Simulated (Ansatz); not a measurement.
Input file:

```
crystal:
  periodic: [false, false, false]
  atoms:
    - {symbol: C, position_ang: [-0.116913, -0.011680, 0.448728]}
    - {symbol: C, position_ang: [-0.621922, 0.805545, 1.471657]}
    - {symbol: C, position_ang: [-1.967875, 0.827559, 1.867776]}
    - {symbol: Ga, position_ang: [-1.974228, 1.060432, -0.444124]}
    - {symbol: H, position_ang: [0.913210, 0.104755, 0.105949]}
    - {symbol: H, position_ang: [-0.553909, -1.005166, 0.279941]}
    - {symbol: H, position_ang: [-0.020077, 1.686161, 1.735914]}
    - {symbol: H, position_ang: [-2.320976, 1.571206, 2.585071]}
    - {symbol: H, position_ang: [-2.564397, -0.093528, 1.820743]}
basis:
  gaussian: {orbitals: def2-TZVPD}
hamiltonian: {xc: {name: PBE0}}
output: {forces: true, orbitals: {seedname: orbitals}}
```

Run with:

```sh
ansatz run input.yaml --threads 2 --pin off --max-ram 4350MiB --events-out events.jsonl --progress --plain --runs-dir runs
```

Geometry: PBE0-D3(BJ)/def2-SVP.

Computed with Ansatz, isolated molecule in a Gaussian basis; Kohn-Sham density functional theory, functional PBE0.

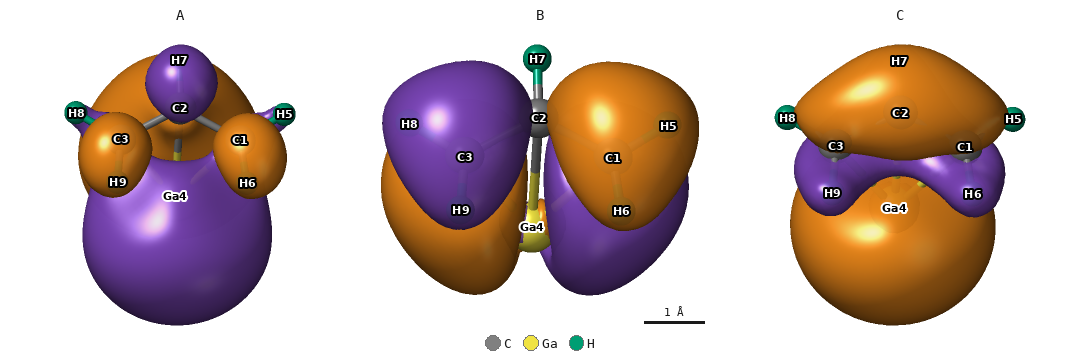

C₃H₅Ga (SMILES [CH2]1[CH]2[CH2][Ga]12). Three frontier orbitals at ±0.06 Å⁻³ᐟ² (orange and purple are the two phases), in no order.

**Order the three orbitals by energy and name them.**

C is the HOMO−1 (−6.71 eV). By Hirshfeld shares it lies mainly on Ga4 (about 65 %), C2 (about 15 %), C1 (about 5 %) and C3 (about 5 %). B is the HOMO (−6.11 eV). It lies mainly on C1 (about 30 %), C3 (about 30 %), Ga4 (about 20 %) and C2 (about 10 %). A is the LUMO (−1.40 eV). Its weight (Hirshfeld) is mainly on Ga4 (about 75 %).

**What is the HOMO–LUMO gap?**

4.71 eV between the orbital energies.
